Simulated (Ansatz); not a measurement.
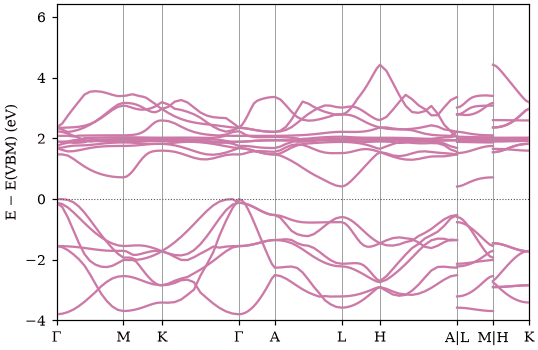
Fig. 1. Band structure from DFT-r²SCAN in the program Ansatz with PAW potentials

### Question
Read off the gap and where the band edges lie.

### Answer
About 0.4 eV (0.41 eV by a search for the band edges); maximum at Γ, minimum at L.

### Question
Which compound is it?
A) Ho2CF2, P-3m1 (Ho on 2d, C on 1a, F on 2d)
B) Y2CI2, P-3m1 (Y on 2d, C on 1a, I on 2d)
C) Li3LaBi2, P-3m1 (Li on 2d, Li on 1b, La on 1a, Bi on 2d)
D) Ce2SeN2, P-3m1 (Ce on 2d, Se on 1a, N on 2d)

### Answer
C, Li3LaBi2, P-3m1 (Li on 2d, Li on 1b, La on 1a, Bi on 2d)

The workflow started from a Materials Project entry (that database holds measured and hypothetical structures alike); the Crystallography Open Database files this formula in space group No. 164, but the cells were not matched. Its standing as an ambient phase is unchecked. The cell was relaxed with r²SCAN under the symmetry of its start; whether a distortion lowers the energy is not shown. Scalar-relativistic: spin–orbit coupling is off unless named, which matters more the heavier the elements.

Potentials: the later of the program's two PAW sets.
